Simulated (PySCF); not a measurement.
# C$_{2}$H$_{9}$BrOSi$_{3}$: what the fields show

Input file:

```
{"job": {"kind": "uv", "xc": "CAM-B3LYP", "basis": "def2-SVPD", "nstates": 8, "ntriplets": 3}, "charge": 0, "multiplicity": 1}
Si     2.733709    -0.189347    -0.284782
O      1.556765     0.543473     0.560767
Si     0.049703     0.658099     1.138882
C     -0.866028    -1.024982     1.173813
Si    -1.867465    -0.615819    -0.409734
C     -1.164712     1.176475    -0.259099
Br    -2.529839     2.426946     0.409944
H      3.332922    -1.173962     0.613496
H      3.638047     0.898087    -0.641474
H      2.135444    -0.832743    -1.455202
H      0.165242     1.509188     2.311484
H     -1.494765    -1.159275     2.050189
H     -0.226187    -1.900938     1.110192
H     -1.387818    -1.273963    -1.626538
H     -3.320895    -0.687344    -0.287738
H     -0.761723     1.655049    -1.148129
```

Run with:

```sh
OMP_NUM_THREADS=1 python probes_run.py task.json out
```

Geometry: GFN2-xTB.

Level of theory: PySCF, CAM-B3LYP/def2-SVPD, SCF density, gas phase.

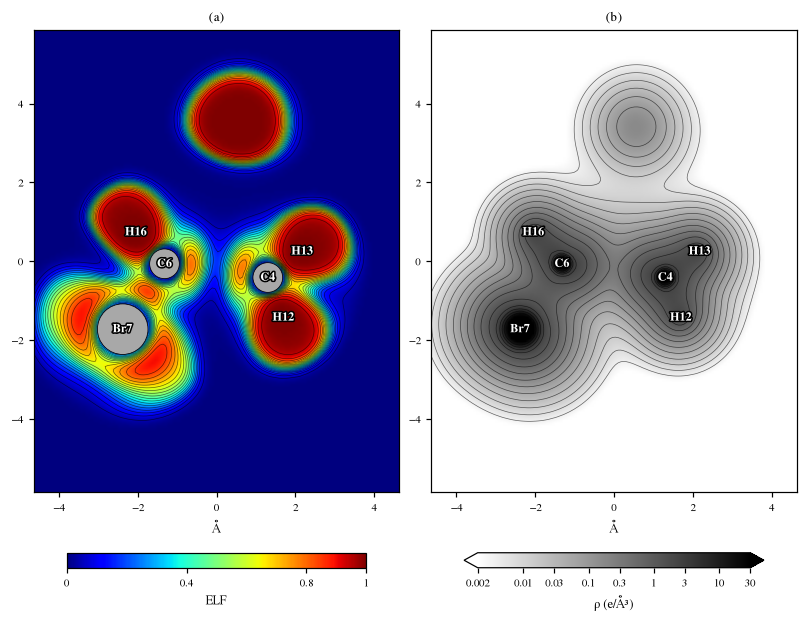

Figure 1. (a) electron localisation function; (b) electron density on the plane of atoms H12, C4 and H13. Grey discs cover the atomic cores in the ELF map.

Question: Interpret the plot.

Answer: Atoms in the plane: C, Br and H.
C–Br (1.97 Å): ρ is about 0.97 e/Å³ halfway; the ELF peaks at about 0.85 between the atoms: localised, covalent bonding.
C–H (1.09 Å): ρ is about 1.9 e/Å³ halfway; the ELF climbs to about 1 towards the hydrogen, as it does in any bond to H (a covalent bond by its length).
The ELF also peaks beside Br7, away from the bonds: lone-pair regions.

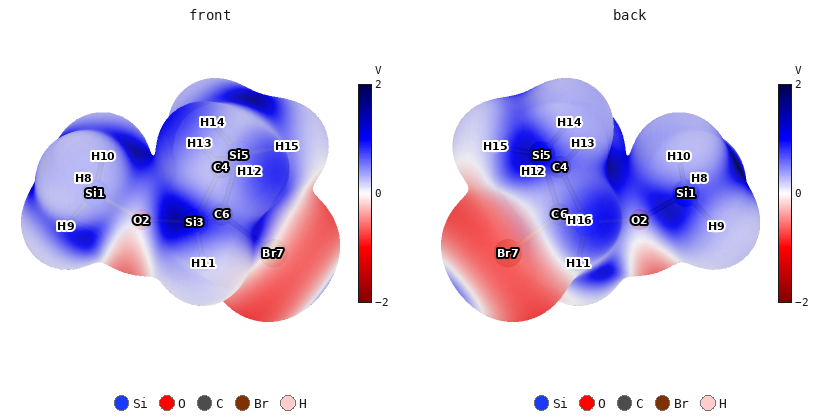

Figure 2. The molecular electrostatic potential painted on the density surface at 0.002 e/bohr³, seen from the front and from behind; the colour scale runs from red (negative) to blue (positive).

Question: Where is the surface potential most negative and most positive?

Answer: The most negative region (about −0.7 V, or −16 kcal/mol for a unit charge) lies over Br7, the most positive (about +1.7 V, or +39 kcal/mol for a unit charge) over Si1. Br7 shows a σ-hole: about +0.4 V, or +9 kcal/mol for a unit charge at the tip opposite its bond, against about −0.6 V, or −14 kcal/mol for a unit charge on its flanks.
